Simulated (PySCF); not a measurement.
```json
{"atom": "S", "x (Å)": "0.0000", "y (Å)": "0.0000", "z (Å)": "-0.4535"}
{"atom": "N", "x (Å)": "0.0000", "y (Å)": "0.0000", "z (Å)": "1.0355"}
```

The calculation used PySCF, PBE0/x2c-TZVPPall, spin-free X2C-1e, Gaussian nucleus, at a bond length of 1.489 Å.

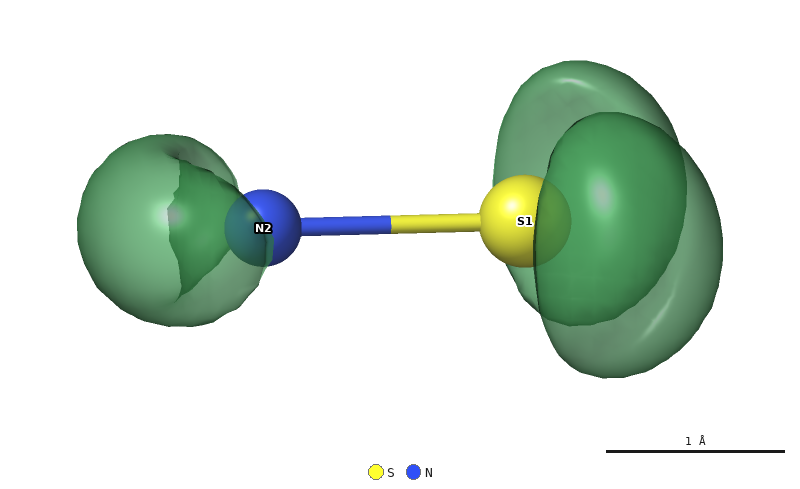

SN (doublet). Isosurface of the electron localisation function at 0.9 (green), seen from one side. Only the valence region is drawn (cores and ρ < 0.01 e/Å³ removed).

Identify the bonds, lone pairs and shells in this picture.

At this value the surface marks out one lobe on N, pointing away from the bonds (non-bonding electrons) and two lobes on S, pointing away from the bonds (non-bonding electrons, which may merge into one lobe). Profiles from the grid: S–N (1.49 Å): the ELF peaks at about 0.85 between the atoms (a covalent bond).
